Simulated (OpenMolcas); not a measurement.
Multiconfigurational calculation for Nb³⁺ complex

Nb³⁺ with 6 ligands (NH3; octahedron, 2.14 Å), with no charges around it. Computed at this level: state-averaged CASSCF, active space 2 electrons in the shell 4d, basis ANO-RCC-VTZP on the metal and ANO-RCC-VDZP on the ligands, DKH2 scalar Hamiltonian, spin-orbit coupling by RASSI with atomic mean-field integrals (OpenMolcas).

**The input**
```
&GATEWAY
Coord
25

Nb 0.0 0.0 0.0
N 2.140000 0.000000 0.000000
H 2.522099 0.945728 0.000000
H 2.522099 -0.472864 0.819024
H 2.522099 -0.472864 -0.819024
N 0.000000 2.140000 0.000000
H 0.000000 2.522099 0.945728
H 0.819024 2.522099 -0.472864
H -0.819024 2.522099 -0.472864
N -2.140000 0.000000 0.000000
H -2.522099 -0.945728 0.000000
H -2.522099 0.472864 -0.819024
H -2.522099 0.472864 0.819024
N 0.000000 -2.140000 0.000000
H 0.000000 -2.522099 -0.945728
H -0.819024 -2.522099 0.472864
H 0.819024 -2.522099 0.472864
N 0.000000 0.000000 2.140000
H 0.945728 0.000000 2.522099
H -0.472864 0.819024 2.522099
H -0.472864 -0.819024 2.522099
N 0.000000 0.000000 -2.140000
H -0.945728 0.000000 -2.522099
H 0.472864 -0.819024 -2.522099
H 0.472864 0.819024 -2.522099
Basis=Nb.ANO-RCC-VTZP,H.ANO-RCC-VDZP,N.ANO-RCC-VDZP
Group=XYZ
NoMove
AngMom=0.0 0.0 0.0
AMFI
RICD
&SEWARD
&RASSCF
FileOrb=start.orb
Symmetry=1
Spin=3
nActEl=2 0 0
Inactive=24 24
Ras2=5 0
CIRoot=10 10 1
SDav=10
CIMx=300
Iter=150 100
PrWF=0.3
OrbListing=Nothing
MaxOrb=1
LevShft=1.0
>>> COPY $Project.JobIph JOB001
&RASSCF
FileOrb=start.orb
Symmetry=1
Spin=1
nActEl=2 0 0
Inactive=24 24
Ras2=5 0
CIRoot=15 15 1
SDav=15
CIMx=300
Iter=150 100
PrWF=0.3
OrbListing=Nothing
MaxOrb=0
LevShft=1.0
>>> COPY $Project.JobIph JOB002
&RASSI
NrOfJobIphs=2 10 15
1 2 3 4 5 6 7 8 9 10
1 2 3 4 5 6 7 8 9 10 11 12 13 14 15
IphNames
JOB001
JOB002
EJob
SpinOrbit
DIPRint=1.0
SOCoupling=1000.0
Subsets=2
Property=9
'ANGMOM' 1 'ANGMOM' 2 'ANGMOM' 3 'MLTPL  1' 1 'MLTPL  1' 2 'MLTPL  1' 3
'AMFI' 1 'AMFI' 2 'AMFI' 3
SOProperty=3
'ANGMOM' 1 'ANGMOM' 2 'ANGMOM' 3
```

The file start.orb holds starting orbitals from an earlier step. A driver script formed the levels outside the program, from RASSI's spin-orbit matrix and the active-space energies, averaged over the components of each term or state.

Hardware: 1 thread of Intel Xeon (Granite Rapids), 64 GiB of memory available, shared host.

Launched with:
```bash
OMP_NUM_THREADS=1 MOLCAS_MEM=2457 MOLCAS_PROJECT=a pymolcas a.inp > a.log  # once for each step of the input, in one work folder
```

**The program's output (extracts)**
```
--- SEWARD ---
Basis set label: NB.ANO-RCC...7S6P4D2F1G.

      Electronic valence basis set:
      ------------------
      Associated Effective Charge  41.000000 au
      Associated Actual Charge     41.000000 au
      Nuclear Model: Point charge

      Shell  nPrim  nBasis  Cartesian Spherical Contaminant
         s      21       7        X
         p      18       6        X
         d      13       4                 X
         f       6       2                 X
         g       4       1                 X
                  Relativistic Douglas-Kroll-Hess integrals:
                    - DKH order of Hamiltonian: 2
                    - DKH order of Properties : 0
                  Atomic mean-field integrals
--- RASSCF ---
Wave function specifications:
      -----------------------------

      Number of closed shell electrons          96
      Number of electrons in active shells       2
      Max number of holes in RAS1 space          0
      Max nr of electrons in RAS3 space          0
      Number of inactive orbitals               48
      Number of active orbitals                  5
      Number of secondary orbitals             189
      Spin quantum number                      1.0
      State symmetry                             1
Orbital specifications:
      -----------------------

      Symmetry species                           1   2
                                                ag  au
      Frozen orbitals                            0   0
      Inactive orbitals                         24  24
      Active orbitals                            5   0
      RAS1 orbitals                              0   0
      RAS2 orbitals                              5   0
      RAS3 orbitals                              0   0
      Secondary orbitals                        94  95
      Deleted orbitals                           0   0
      Number of basis functions                123 119
      Number of CSFs                            10
      Number of root(s) required                10
      Iter CI   SX   CI       RASSCF       Energy    max ROT     max BLB   max BLB  Level Ln srch  Step   QN
          iter iter root      energy       change     param      element    value   shift minimum  type update
 Nr of preliminary CI iterations:   1
      Total energies have been shifted. Add                -4000.00 au
        1   1   13    0  -153.05542228    0.00E+00   9.98E-02   22  61 1 -2.44E-01*  0.74   0.00    SX    NO
        2   1   13    0  -153.29109510   -2.36E-01*  5.23E-02   24  29 1  1.36E-01*  0.85   0.00    SX    NO
        3   1   13    0  -153.33806508   -4.70E-02*  2.88E-02   24  29 1  7.70E-02*  0.88   0.00    SX    NO
        4   1   12    0  -153.35211692   -1.41E-02*  1.67E-02   24  29 1  4.49E-02*  0.89   0.00    SX    NO
        5   1   12    0  -153.35698443   -4.87E-03*  2.23E-02   24  29 1  2.69E-02*  0.89   2.50    LS   YES
        6   1   11    0  -153.35970968   -2.73E-03*  3.00E-03   22  30 1  4.23E-03*  0.89   1.13    QN   YES
        7   1   10    0  -153.35985439   -1.45E-04*  1.36E-03   22  61 1  1.99E-03*  0.89   1.46    LS   YES
        8   1   10    0  -153.35987025   -1.59E-05*  1.10E-03   22  51 1 -1.84E-03*  0.89   1.01    QN   YES
        9   1    9    0  -153.35988658   -1.63E-05*  6.33E-04   22  51 1 -8.06E-04*  0.89   1.58    LS   YES
       10   1    9    0  -153.35988911   -2.53E-06*  4.46E-04   22  65 1  5.26E-04*  0.89   1.00    QN   YES
       11   1    9    0  -153.35989083   -1.72E-06*  4.82E-04   22  65 1  2.58E-04*  0.89   2.08    LS   YES
       12   1    8    0  -153.35989147   -6.38E-07* -2.97E-04   22  51 1  2.01E-04*  0.89   1.00    QN   YES
       13   1    8    0  -153.35989177   -3.00E-07* -3.51E-04   22  51 1  1.04E-04*  0.89   2.18    LS   YES
       14   1    8    0  -153.35989189   -1.23E-07* -1.53E-04    4  42 2 -1.64E-04*  0.89   0.99    QN   YES
       15   1    7    0  -153.35989197   -7.66E-08* -1.06E-04   22  65 1 -3.76E-05   0.89   1.70    LS   YES
       16   1    7    0  -153.35989198   -1.57E-08*  5.63E-05    3  51 1 -8.43E-05   0.89   1.02    QN   YES
       17   1    6    0  -153.35989200   -1.64E-08*  4.91E-05    4  42 2  2.44E-05   0.89   1.59    QN   YES
       18   1    6    0  -153.35989200   -4.97E-09   1.40E-05    3  51 1  7.02E-06   0.89   1.19    QN   YES
      Convergence after 18 iterations
       19   1    6    0  -153.35989201   -6.72E-10   1.40E-05    3  51 1  4.93E-06   0.89   1.19    QN   YES
      Natural orbitals and occupation numbers for root  1
      sym 1:   0.001543   0.998457  -0.000000   0.998457   0.001543
      Natural orbitals and occupation numbers for root  2
      sym 1:   0.998457   0.001543  -0.000000   0.998457   0.001543
      Natural orbitals and occupation numbers for root  3
      sym 1:   0.999991   0.999991   0.000009  -0.000000   0.000009
::    RASSCF root number  1 Total energy:  -4153.51421456
::    RASSCF root number  2 Total energy:  -4153.51421456
::    RASSCF root number  3 Total energy:  -4153.51174959
::    RASSCF root number  4 Total energy:  -4153.33610187
::    RASSCF root number  5 Total energy:  -4153.33610187
::    RASSCF root number  6 Total energy:  -4153.33488818
::    RASSCF root number  7 Total energy:  -4153.30063876
::    RASSCF root number  8 Total energy:  -4153.30063876
::    RASSCF root number  9 Total energy:  -4153.29950219
::    RASSCF root number 10 Total energy:  -4153.15086971
--- RASSCF ---
Wave function specifications:
      -----------------------------

      Number of closed shell electrons          96
      Number of electrons in active shells       2
      Max number of holes in RAS1 space          0
      Max nr of electrons in RAS3 space          0
      Number of inactive orbitals               48
      Number of active orbitals                  5
      Number of secondary orbitals             189
      Spin quantum number                      0.0
      State symmetry                             1
Orbital specifications:
      -----------------------

      Symmetry species                           1   2
                                                ag  au
      Frozen orbitals                            0   0
      Inactive orbitals                         24  24
      Active orbitals                            5   0
      RAS1 orbitals                              0   0
      RAS2 orbitals                              5   0
      RAS3 orbitals                              0   0
      Secondary orbitals                        94  95
      Deleted orbitals                           0   0
      Number of basis functions                123 119
      Number of CSFs                            15
      Number of root(s) required                15
      Iter CI   SX   CI       RASSCF       Energy    max ROT     max BLB   max BLB  Level Ln srch  Step   QN
          iter iter root      energy       change     param      element    value   shift minimum  type update
 Nr of preliminary CI iterations:   1
      Total energies have been shifted. Add                -4000.00 au
        1   1   11    0  -153.31657380    0.00E+00  -6.92E-03   25  31 1 -3.76E-03*  0.87   0.00    SX    NO
        2   1   11    0  -153.31701178   -4.38E-04*  3.75E-03   24  29 1  3.24E-03*  0.87   0.00    SX    NO
        3   1   10    0  -153.31717759   -1.66E-04* -2.30E-03   24  29 1  2.25E-03*  0.87   0.00    SX    NO
        4   1   10    0  -153.31725103   -7.34E-05* -1.83E-03   24  29 1  1.55E-03*  0.87   0.00    SX    NO
        5   1   10    0  -153.31728685   -3.58E-05* -2.69E-03   24  29 1  1.06E-03*  0.87   2.50    LS   YES
        6   1    9    0  -153.31731804   -3.12E-05* -1.90E-03   27  35 1  3.89E-04*  0.86   1.72    LS   YES
        7   1    9    0  -153.31732461   -6.57E-06*  8.77E-04   29  50 1 -3.19E-04*  0.86   1.01    QN   YES
        8   1    9    0  -153.31732954   -4.93E-06*  1.30E-03   29  50 1 -2.31E-04*  0.86   2.50    LS   YES
        9   1    9    0  -153.31733439   -4.85E-06*  1.46E-03   24  29 1 -2.14E-04*  0.86   2.13    LS   YES
       10   1    8    0  -153.31733630   -1.90E-06* -2.32E-04   24  29 1 -2.37E-04*  0.86   1.01    QN   YES
       11   1    8    0  -153.31733690   -6.08E-07* -2.68E-04   24  27 1  1.24E-04*  0.86   2.16    LS   YES
       12   1    8    0  -153.31733715   -2.46E-07*  9.70E-05    3  51 1  1.06E-04*  0.86   1.00    QN   YES
       13   1    7    0  -153.31733722   -7.33E-08*  8.10E-05   16  26 1 -3.21E-05   0.86   1.52    QN   YES
       14   1    7    0  -153.31733725   -2.80E-08* -4.95E-05    3  51 1 -1.64E-05   0.86   1.35    QN   YES
       15   1    6    0  -153.31733726   -8.09E-09  -3.73E-05   22  51 1  1.01E-05   0.86   1.55    QN   YES
      Convergence after 15 iterations
       16   1    6    0  -153.31733726   -3.29E-09  -3.73E-05   16  26 1  5.44E-06   0.86   1.55    QN   YES
      Natural orbitals and occupation numbers for root  1
      sym 1:   0.293129   0.293129   0.000001   1.413739   0.000001
      Natural orbitals and occupation numbers for root  2
      sym 1:   0.002056   0.961146   0.000504   1.036080   0.000214
      Natural orbitals and occupation numbers for root  3
      sym 1:   1.052056   0.003306   0.000433   0.943629   0.000576
::    RASSCF root number  1 Total energy:  -4153.47326082
::    RASSCF root number  2 Total energy:  -4153.47247778
::    RASSCF root number  3 Total energy:  -4153.47247778
::    RASSCF root number  4 Total energy:  -4153.46966080
::    RASSCF root number  5 Total energy:  -4153.46966079
::    RASSCF root number  6 Total energy:  -4153.41498010
::    RASSCF root number  7 Total energy:  -4153.29254104
::    RASSCF root number  8 Total energy:  -4153.29254104
::    RASSCF root number  9 Total energy:  -4153.29090600
::    RASSCF root number 10 Total energy:  -4153.28213815
::    RASSCF root number 11 Total energy:  -4153.28213815
::    RASSCF root number 12 Total energy:  -4153.28084986
::    RASSCF root number 13 Total energy:  -4153.10491212
::    RASSCF root number 14 Total energy:  -4153.10491212
::    RASSCF root number 15 Total energy:  -4153.05660236
--- RASSI ---
SPIN-FREE ENERGIES:
  (Shifted by EMIN (a.u.) =      -4153.5142145554)

 SF State       Relative EMIN(au)   Rel lowest level(eV)    D:o, cm**(-1)

     1             0.0000000000        0.0000000000              0.0000
     2             0.0000000000        0.0000000000              0.0000
     3             0.0024649679        0.0670751927            540.9979
    11             0.0409537372        1.1144079607           8988.3064
    12             0.0417367706        1.1357153852           9160.1623
    13             0.0417367706        1.1357153852           9160.1623
    14             0.0445537603        1.2123695814           9778.4201
    15             0.0445537603        1.2123695814           9778.4201
    16             0.0992344553        2.7003070916          21779.4455
     4             0.1781126824        4.8466929961          39091.2153
     5             0.1781126824        4.8466929961          39091.2153
     6             0.1793263736        4.8797192152          39357.5897
     7             0.2135757928        5.8116933917          46874.4684
     8             0.2135757928        5.8116933917          46874.4684
     9             0.2147123642        5.8426210730          47123.9170
    17             0.2216735151        6.0320436394          48651.7130
    18             0.2216735151        6.0320436394          48651.7130
    19             0.2233085517        6.0765352532          49010.5621
    20             0.2320764008        6.3151205803          50934.8825
    21             0.2320764008        6.3151205803          50934.8825
    22             0.2333646962        6.3501768844          51217.6307
    10             0.3633448465        9.8871169593          79744.9762
    23             0.4093024314       11.1376865525          89831.5002
    24             0.4093024314       11.1376865525          89831.5002
    25             0.4576121918       12.4522621030         100434.2671
     Dipole printing threshold changed to   1.00000000E+00
Eigenvalues of complex Hamiltonian:
   -----------------------------------
  (Shifted by EMIN (a.u.) =      -4153.5142145554)

 SO State       Relative EMIN(au)   Rel lowest level(eV)    D:o, cm**(-1)

     1            -0.0015118426        0.0000000000              0.0000
     2            -0.0015118426        0.0000000000              0.0000
     3            -0.0007532917        0.0206412193            166.4827
     4            -0.0007532917        0.0206412193            166.4827
     5            -0.0002214769        0.0351126370            283.2025
     6             0.0013118149        0.0768356338            619.7212
     7             0.0029973489        0.1227013513            989.6531
     8             0.0029973489        0.1227013513            989.6531
     9             0.0037887366        0.1442361079           1163.3427
    10             0.0409260394        1.1547935979           9314.0385
    11             0.0417379194        1.1768859777           9492.2256
    12             0.0417379194        1.1768859777           9492.2256
    13             0.0445311031        1.2528923785          10105.2585
    14             0.0445311031        1.2528923785          10105.2585
    15             0.0992306905        2.7413439785          22110.4303
    16             0.1772202258        4.8635473474          39227.1548
    17             0.1775605176        4.8728071578          39301.8402
    18             0.1778678075        4.8811689418          39369.2826
    19             0.1778678075        4.8811689418          39369.2826
    20             0.1786443950        4.9023009658          39539.7238
    21             0.1786443950        4.9023009658          39539.7238
    22             0.1795550805        4.9270819808          39739.5962
    23             0.1795550805        4.9270819808          39739.5962
    24             0.1796397954        4.9293871899          39758.1890
    25             0.2123101584        5.8183930563          46928.5048
    26             0.2127692648        5.8308859785          47029.2671
    27             0.2131929105        5.8424139631          47122.2465
    28             0.2131929105        5.8424139632          47122.2465
    29             0.2142006653        5.8698363686          47343.4231
    30             0.2142006653        5.8698363681          47343.4231
    31             0.2149587502        5.8904649096          47509.8035
    32             0.2150841033        5.8938759433          47537.3154
    33             0.2150841034        5.8938759439          47537.3154
    34             0.2220108500        6.0823623209          49057.5605
    35             0.2220108500        6.0823623210          49057.5605
    36             0.2235968475        6.1255195122          49405.6468
    37             0.2321566610        6.3584439049          51284.3087
    38             0.2321566610        6.3584439049          51284.3087
    39             0.2334384444        6.3933230064          51565.6276
    40             0.3634626621        9.9314622149          80102.6449
    41             0.3634626621        9.9314622149          80102.6449
Weights of the five most important spin-orbit-free states for each spin-orbit state.

 SO State  Total energy (au)           Spin-free states, spin, and weights
 -------------------------------------------------------------------------------------------------------
    1        -0.001512       1 1.0  0.4990    2 1.0  0.4990   14 0.0  0.0013    4 1.0  0.0002    3 1.0  0.0001
    2        -0.001512       2 1.0  0.4990    1 1.0  0.4990   15 0.0  0.0013    5 1.0  0.0002    3 1.0  0.0001
    3        -0.000753       2 1.0  0.7824    3 1.0  0.1710    1 1.0  0.0445   12 0.0  0.0015    6 1.0  0.0002
    4        -0.000753       1 1.0  0.7824    3 1.0  0.1710    2 1.0  0.0445   13 0.0  0.0015    6 1.0  0.0002
    5        -0.000221       3 1.0  0.3625    2 1.0  0.3178    1 1.0  0.3178   11 0.0  0.0015   19 0.0  0.0002
    6         0.001312       1 1.0  0.4999    2 1.0  0.4999    6 1.0  0.0001   22 0.0  0.0001    4 1.0  0.0000
    7         0.002997       3 1.0  0.8275    2 1.0  0.1385    1 1.0  0.0334   12 0.0  0.0002    6 1.0  0.0001
    8         0.002997       3 1.0  0.8275    1 1.0  0.1385    2 1.0  0.0334   13 0.0  0.0002    6 1.0  0.0001
    9         0.003789       3 1.0  0.6358    2 1.0  0.1815    1 1.0  0.1815   16 0.0  0.0009   11 0.0  0.0001
   10         0.040926      11 0.0  0.9977    3 1.0  0.0010    1 1.0  0.0003    2 1.0  0.0003    4 1.0  0.0003
   11         0.041738      13 0.0  0.9975    3 1.0  0.0010    1 1.0  0.0009    8 1.0  0.0002    7 1.0  0.0001
   12         0.041738      12 0.0  0.9975    3 1.0  0.0010    2 1.0  0.0009    7 1.0  0.0002    8 1.0  0.0001
```

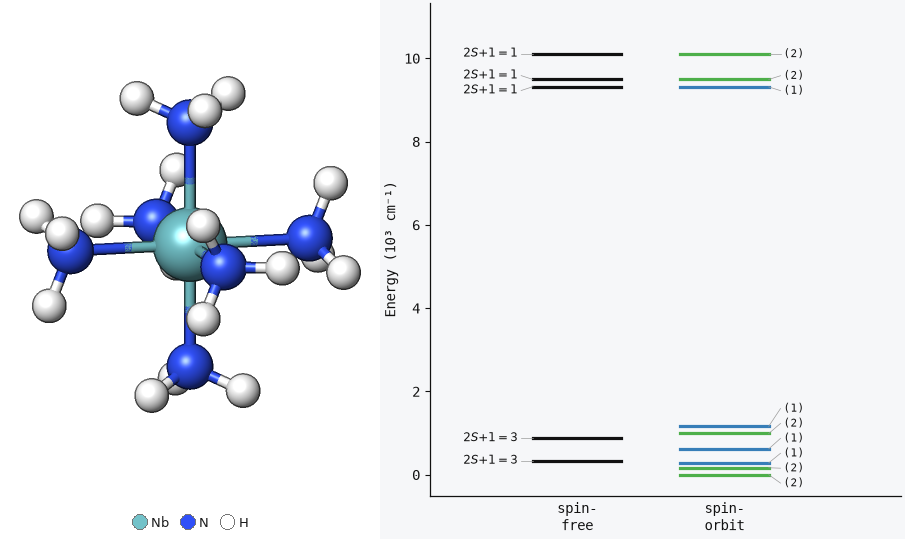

Fig. 1: Nb³⁺ (4d²) with 6 ligands, NH₃, at 2.14 Å (arrangement: octahedron, Ci), and its levels. Labels give the representation in O, Td, D4 or D3 as the site allows (double group for half-integer spin) where it could be assigned and, in brackets, the degeneracy; spin-free states, where drawn, share the zero of the spin-orbit levels. The ground level is doubly degenerate, 100 % from states of spin multiplicity 3. Its principal g values are 0.00, 0.00 and 1.90, easy-axis. The next level lies at 166 cm⁻¹. The active orbitals hold 74 to 89 % metal character (Löwdin), and the Mulliken charge of the metal is +1.69.

**Summary**

- outcome: converged
- energy of the lowest spin-free term: −4153.51421 hartree
- energy of the lowest spin-orbit level: −4153.51573 hartree
- largest spread among components of a term: 0.0 cm⁻¹
- wall time: 67 s
- peak memory: 0.4 GiB

**Remarks**

Without dynamic correlation the splittings between terms come out too large, often by 20 to 50 %. Caveats: orbital doublet at a regular site, Jahn-Teller distortion not allowed for; covalent bonds, ligand orbitals missing from the active space; distances are set from ionic radii, not optimised.
